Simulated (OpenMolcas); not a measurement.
# Co³⁺ with 6 ligands (chloride): CASSCF levels and susceptibility

Which state of Co³⁺ lies lowest among these ligands, how large is the field, and what χT follows?

Program: OpenMolcas 26.06. Level of theory: state-averaged CASSCF, spin-orbit coupling by RASSI with atomic mean-field integrals. These are calculated values, not measurements, unless marked.

1 further run of the same task is left out (it didn't finish).

## Step 1: Starting point

```
Species                           : Co³⁺ (cobalt, Z = 27, 24 electrons)
Basis                             : ANO-RCC-VDZP [5s4p2d1f], 142 functions with the ligands
Scalar Hamiltonian                : DKH2, point nucleus
Inactive shells                   : 1s 2s 2p 3s 3p of the metal, and all ligand shells
Active space                      : 6 electrons in 5 orbitals (3d)
Some configurations of this space : 3d⁶
Orbitals                          : optimised for each spin and parity, averaged over all roots
```

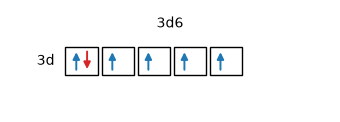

Occupation of the outer shells (arrows by Hund's rule).

Co³⁺ is taken with 6 ligands (chloride) in octahedron coordination (Oh) at 2.37 Å. A charge of +0.5 e stands 2.8 Å behind each ligand. Ligand basis ANO-RCC-VDZP. The distances are assumed, not relaxed.

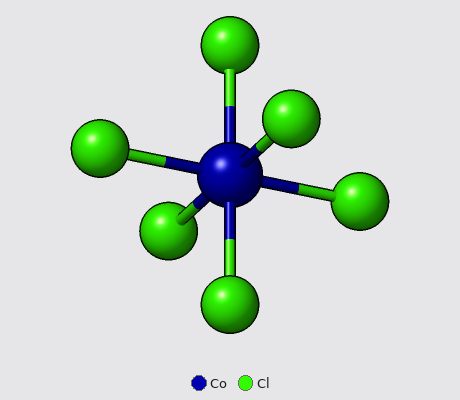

The cluster treated with basis functions (cobalt blue, chlorine green); what lies farther out is not drawn.

```xyz
7

Co    0.0000    0.0000    0.0000
Cl    2.3700    0.0000    0.0000
Cl    0.0000    2.3700    0.0000
Cl   -2.3700    0.0000    0.0000
Cl    0.0000   -2.3700    0.0000
Cl    0.0000    0.0000    2.3700
Cl    0.0000    0.0000   -2.3700
```

The work runs as a chain of OpenMolcas steps in one folder; each step below is one input file. Labels, J, g values, rates, χT and fits are worked out afterwards by a script from the matrices that RASSI stores. The input lists half of the charges; inversion (Group=XYZ) makes the rest.

## Step 2: GATEWAY and SEWARD: basis and integrals

Input file a.inp:

```
&GATEWAY
Coord
7

Co 0.0 0.0 0.0
Cl 2.370000 0.000000 0.000000
Cl 0.000000 2.370000 0.000000
Cl -2.370000 0.000000 0.000000
Cl 0.000000 -2.370000 0.000000
Cl 0.000000 0.000000 2.370000
Cl 0.000000 0.000000 -2.370000
Basis=Co.ANO-RCC-VDZP,Cl.ANO-RCC-VDZP
Group=XYZ
NoMove
AngMom=0.0 0.0 0.0
AMFI
RICD
XField
3 Angstrom 0
5.170000 0.000000 0.000000 0.500000
0.000000 5.170000 0.000000 0.500000
0.000000 0.000000 5.170000 0.500000
&SEWARD
```

Started as:

```console
> OMP_NUM_THREADS=1 MOLCAS_MEM=2457 MOLCAS_PROJECT=a pymolcas a.inp > a.log
```

## Step 3: Reference wave functions, quintets of even parity, 5 roots

Input file a.inp:

```
&RASSCF
FileOrb=start.orb
Symmetry=1
Spin=5
nActEl=6 0 0
Inactive=30 33
Ras2=5 0
CIRoot=5 5 1
SDav=5
CIMx=300
Iter=150 100
PrWF=0.3
OrbListing=Nothing
MaxOrb=0
LevShft=1.0
>>> COPY $Project.JobIph JOB001
```

start.orb holds start orbitals that the driver prepared beforehand, or those of the step before.

## Step 4: Reference wave functions, triplets of even parity, 45 roots

Input file a.inp:

```
&RASSCF
FileOrb=start.orb
Symmetry=1
Spin=3
nActEl=6 0 0
Inactive=30 33
Ras2=5 0
CIRoot=45 45 1
SDav=45
CIMx=300
Iter=150 100
PrWF=0.3
OrbListing=Nothing
MaxOrb=0
LevShft=1.0
>>> COPY $Project.JobIph JOB002
```

## Step 5: CASSCF: singlets of even parity, 50 roots

Input file a.inp:

```
&RASSCF
FileOrb=start.orb
Symmetry=1
Spin=1
nActEl=6 0 0
Inactive=30 33
Ras2=5 0
CIRoot=50 50 1
SDav=50
CIMx=300
Iter=150 100
PrWF=0.3
OrbListing=Nothing
MaxOrb=0
LevShft=1.0
>>> COPY $Project.JobIph JOB003
```

## Step 6: RASSI: spin-orbit coupling between the states

Input file a.inp:

```
&RASSI
NrOfJobIphs=3 5 45 50
1 2 3 4 5
1 2 3 4 5 6 7 8 9 10 11 12 13 14 15 16 17 18 19 20 21 22 23 24 25 26 27
28 29 30 31 32 33 34 35 36 37 38 39 40 41 42 43 44 45
1 2 3 4 5 6 7 8 9 10 11 12 13 14 15 16 17 18 19 20 21 22 23 24 25 26 27
28 29 30 31 32 33 34 35 36 37 38 39 40 41 42 43 44 45 46 47 48 49 50
IphNames
JOB001
JOB002
JOB003
EJob
SpinOrbit
DIPRint=1.0
SOCoupling=1000.0
Subsets=2
Property=9
'ANGMOM' 1 'ANGMOM' 2 'ANGMOM' 3 'MLTPL  1' 1 'MLTPL  1' 2 'MLTPL  1' 3
'AMFI' 1 'AMFI' 2 'AMFI' 3
SOProperty=3
'ANGMOM' 1 'ANGMOM' 2 'ANGMOM' 3
```

What does the calculation give? Wanted: spin-free ground state; first state of the same spin within the active space; lowest level; next level.

The runs gave:

```
                                            quantity                            value
                                              method                           CASSCF
                              spin-free ground state  5T2, 3-fold in its orbital part
first state of the same spin within the active space                  5E at 7530 cm⁻¹
                                        lowest level                        3-fold T2
                                          next level                       269.2 cm⁻¹
                                         χT at 300 K                   4.21 cm³ K/mol
                           effective moment at 300 K                          5.80 μB
```

In words: The spin-free ground state (5T2) is 3-fold and keeps the highest spin of the shell. χT at 300 K is 4.21, against 3.01 cm³ K/mol for the spin alone, so orbital moment adds to it. An active space of the d shell alone favours high spin; real ions in strong fields can be low spin. With metal d orbitals alone active, the gaps between spin states are rough; where two lie within a few thousand cm-1, their order is open.
